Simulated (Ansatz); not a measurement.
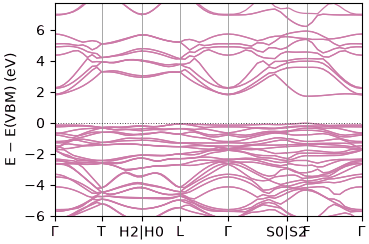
Figure. Band structure from the program Ansatz at the PBEsol with spin–orbit coupling level (PAW)

The gap is 1.71 eV; an edge lies off the plotted path or next to a special point (maximum off the standard path, minimum at F).

The material is TaAgO3 in space group R-3c (No. 167; Ta on 6b, Ag on 6a, O on 18e).

The workflow started from a Materials Project entry (that database holds measured and hypothetical structures alike); the Crystallography Open Database copy checked does not list it. COD files the formula under space group No. 161, so this cell is another polymorph or a model. Its standing as an ambient phase is unchecked. The cell was relaxed with PBEsol under the symmetry of its start; phonons on a q-mesh show no instability. The run is not spin-polarised.

Potentials: the later of the program's two PAW sets.
